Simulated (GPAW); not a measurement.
Consider NaHCO2 (C2/c).

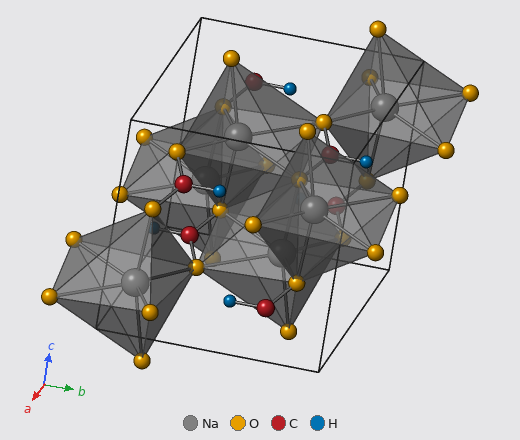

The structure (sodium grey, oxygen orange, carbon red, hydrogen blue). Some periodic images of atoms are drawn too.

```cif
data_structure
_symmetry_space_group_name_H-M 'P 1'
_symmetry_Int_Tables_number 1
_cell_length_a 4.6755
_cell_length_b 4.6755
_cell_length_c 6.2346
_cell_angle_alpha 107.331
_cell_angle_beta 107.331
_cell_angle_gamma 95.248
_cell_volume 121.74
loop_
_atom_site_label
_atom_site_type_symbol
_atom_site_fract_x
_atom_site_fract_y
_atom_site_fract_z
_atom_site_occupancy
Na1 Na 0.86253 0.13747 0.25000 1
Na2 Na 0.13747 0.86253 0.75000 1
O3 O 0.05450 0.67038 0.31969 1
O4 O 0.32963 0.94550 0.18031 1
O5 O 0.67038 0.05450 0.81969 1
O6 O 0.94550 0.32963 0.68031 1
C7 C 0.27658 0.72342 0.25000 1
C8 C 0.72342 0.27658 0.75000 1
H9 H 0.43770 0.56230 0.25000 1
H10 H 0.56230 0.43770 0.75000 1
```

Absorber: atom 3, with 1 C at 1.27 Å (terminal, site symmetry 1). Method: GPAW, LDA, full core hole (charged cell), 10-atom cell with 4.7 Å between holes, 5×5×4 k points, dipole transitions, Gaussian full width 0.9 eV up to 4 eV, rising linearly to 3.5 eV at 25 eV.

**Question.** Where do the maxima of the O K edge fall?

Main maxima up to 24 eV above the zero (height): 0.0 eV (2.34) and 8.8 eV (2.13). A K edge sees empty p states on the absorber. The total-energy difference plus the lowest empty eigenvalue puts the zero at 535.71 eV. One term is added: -8.83 eV, since the hole is spin-paired here and a spin-polarised one costs that much less in the free atom (computed apart). The photon energy is then 526.88 eV. The functional and the charged cell's background leave an error in such absolute values: in the free atom LDA prices this hole 4.1 eV below PBE (computed apart), and PBE is itself good to a few eV.

The O K spectrum (energy from the lowest empty level; intensity scaled to a mean of 1 over the first 20 eV; polarised curves are means over the symmetry-equivalent atoms):

```
E (eV)  isotropic  ε ∥ x  ε ∥ y  ε ∥ z
  -2.0       0.00   0.00   0.00   0.00
  -0.5       0.87   0.30   0.00   2.32
   1.0       0.10   0.04   0.00   0.27
   2.5       0.15   0.13   0.18   0.14
   4.0       0.47   0.55   0.65   0.21
   5.5       1.26   1.49   1.76   0.52
   7.0       1.65   2.31   1.43   1.23
   8.5       2.08   4.05   1.09   1.10
  10.0       1.62   2.59   1.21   1.05
  11.5       1.25   1.51   1.38   0.86
  13.0       0.94   1.23   0.96   0.64
  14.5       0.78   0.83   0.90   0.61
  16.0       0.72   0.68   0.89   0.58
  17.5       0.72   0.64   0.85   0.69
  19.0       0.68   0.58   0.68   0.78
  20.5       0.63   0.56   0.56   0.77
  22.0       0.63   0.57   0.59   0.73
  23.5       0.57   0.51   0.57   0.63
  25.0       0.54   0.48   0.52   0.61
  26.5       0.56   0.52   0.49   0.66
  28.0       0.60   0.56   0.50   0.73
  29.5       0.63   0.57   0.53   0.77
  31.0       0.60   0.54   0.56   0.70
```

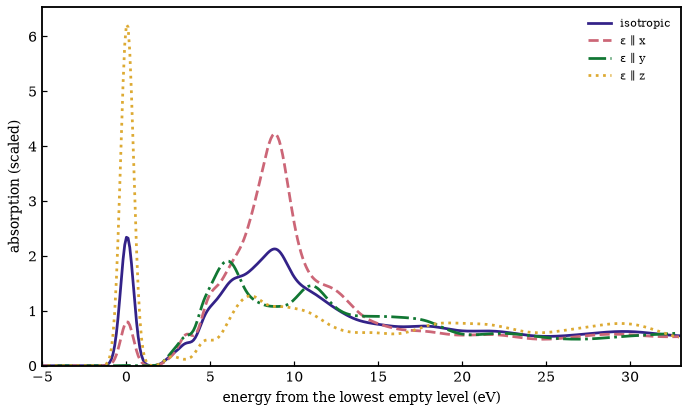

The O K edge.

The holes are only 4.7 Å apart, so the shape is probably not converged with cell size; no larger cell was run here. The mesh is coarse (0.29 Å⁻¹ between points), so small maxima may be mesh ripples. Lifetime broadening is put in by hand, and intensities beyond about 20 eV depend on it and on the partial waves; weight that the partial waves miss at high energy is lost. The structure is a computed Materials Project entry and may be a hypothetical form.

[Banner, clock and machine lines of the logs are left out without a mark of their own.]

[Logs are printed without paths, hosts, clocks, repeated set-up lines and the standing remarks that a program may print on its own settings, such as how far it seeks lower states.]

[Hosts, paths, dates, database ids (printed as entryN), source tags and the programs' standing remarks are cut or masked in the printed files.]

[Lists of maxima count a maximum above −3 eV only where it reaches 4 % of the highest in the window and stands out from its surroundings by 2 % of it (1.5 % where it reaches 55 %); shoulders and weaker maxima are passed over, and of the rest the first, up to two pre-edge ones and the few strongest are named.]
